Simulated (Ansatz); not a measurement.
**Strength of the Ga–H bond: C2H7GaO → C2H6GaO + H**

Species: C2H7GaO `C[O][GaH][CH3]`, singlet; C2H6GaO `C[O][Ga][CH3]`, doublet; H atom, doublet. 

Shapes, held fixed at every level: PBE0-D4/def2-TZVP. Flexible molecules stand in one conformer, not always the lowest. Programs: Ansatz 0.2.0. The zero-point and thermal change to 298 K, harmonic and unscaled (PBE0-D4/def2-TZVP), is -14.5 kJ/mol.

| level | kind | ΔH(298 K) (kJ/mol) | less CCSD(T)/def2-TZVPP | CPU time (sum over the molecules) |
| --- | --- | --- | --- | --- |
| HF/def2-TZVPP | Hartree–Fock | +251.0 | -85.1 | – |
| SPW92/def2-TZVPP | LDA | +352.8 | +16.7 | 14 s |
| PBE-D4/def2-TZVPP | GGA | +311.6 | -24.5 | 24 s |
| r2SCAN-D4/def2-TZVPP | meta-GGA | +320.1 | -16.0 | 49 s |
| B3LYP-D4/def2-TZVPP | global hybrid | +325.1 | -11.0 | 41 s |
| r2SCAN0-D4/def2-TZVPP | global hybrid | +323.3 | -12.8 | 54 s |
| MP2/def2-TZVPP | perturbation theory | +326.9 | -9.2 | – |
| CCSD(T)/def2-TZVPP | coupled cluster or CI | +336.1 | 0.0 | 1.5 h |

The highest level, CCSD(T)/def2-TZVPP, gives ΔH(298 K) = +336.1 kJ/mol; the levels span +251.0 to +352.8. The column of differences is taken from that level and isn't an error. Hartree–Fock misses the correlation of the pair that is broken and comes out low. No measured value is set beside it here. Open shells run unrestricted unless RO is named. Relativity is left out for Ga unless named. Correlated rows may include outer-core shells of Ga, which these sets cover unevenly. Times are processor times on shared x86 and Arm servers, and rough.

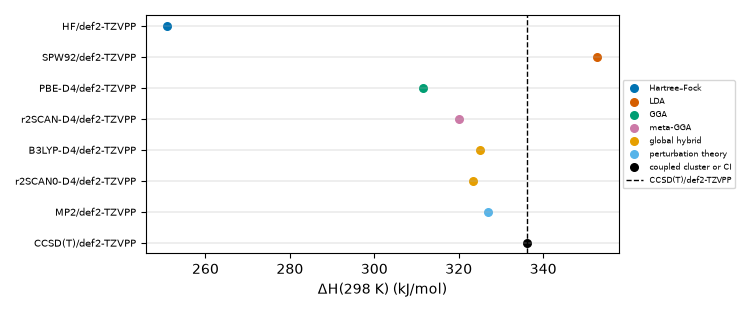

The values of the table, level by level.
